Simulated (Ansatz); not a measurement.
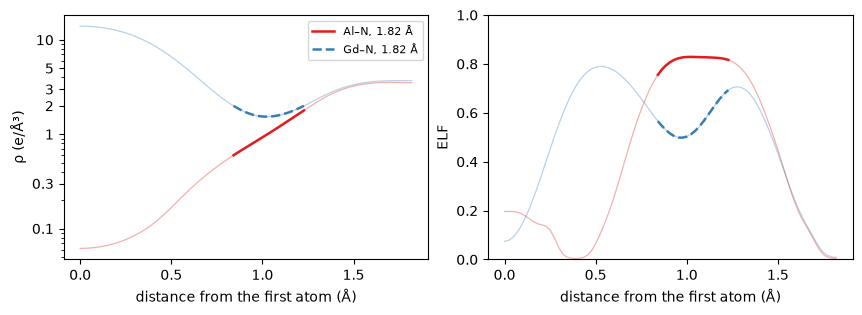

Figure. GdAl2N3. Valence pseudo-density and electron localisation function along straight lines between neighbouring atoms. Thin, pale parts lie inside the atomic spheres.

Space group P4/mmm; a structure generated by program, which may or may not match a known phase; spin-polarised.

These are results of Ansatz, DFT PBE, scalar-relativistic, plane waves, PAW, not measurements.

The density is the valence pseudo-density of a PAW calculation; it isn't the true density close to the nuclei.

Input file:

```
crystal:
  lattice:
    - [7.531607365, 0.0, 0.0]
    - [0.0, 7.531607365, 0.0]
    - [0.0, 0.0, 3.6392932118]
  atoms:
    - { symbol: Gd, position: [0.0, 0.0, 0.5], spin: 6.69 }
    - { symbol: Al, position: [0.0, 0.5, 0.5] }
    - { symbol: Al, position: [0.5, 0.0, 0.5] }
    - { symbol: "N", position: [0.0, 0.5, 0.0] }
    - { symbol: "N", position: [0.5, 0.0, 0.0] }
    - { symbol: "N", position: [0.0, 0.0, 0.0] }
basis:
  ecutwfc: 420
kpoints:
  mp_grid: { grid: [6, 6, 10] }
hamiltonian:
  xc: pbe
scf:
  occupations: { method: gaussian, width: 0.1 }
output:
  forces: true
  stress: true
  eigenvalues: true
  populations: true
  write_density: true
  write_potential: true
  elf: true
  volumetric_format: npy
magnetization:
  spin_polarized: true
relax:
  adjacent_minimum: "off"
  f_tol: 0.01
  max_steps: 80
  cell: { stress_tol: 0.05 }
```

Run with:

```sh
ansatz run input.yaml --threads 1 --pin off --max-ram 2560MiB --backend cpu --events-out ev --progress --plain --runs-dir out
```

Below, planes, directions and counts refer to the conventional cell (a = 7.71 Å, b = 7.71 Å, c = 3.64 Å, α = 90.00°, β = 90.00°, γ = 90.00°).

The fields are those of the run's last geometry, not of the input's.

Question: Compare the contacts.

Answer: Al–N (1.82 Å): ρ at the midpoint is about 0.72 e/Å³; the ELF peaks at about 0.85 in the valence shell of N, 0.8 Å from its nucleus, and is about 0.80 at the midpoint.
Gd–N (1.82 Å): ρ is about 1.7 e/Å³ halfway, with its minimum of 1.5 e/Å³ about 1.0 Å from Gd; the ELF peaks at about 0.70 in the valence shell of N, 0.5 Å from its nucleus, and drops to about 0.50 between the two atoms.
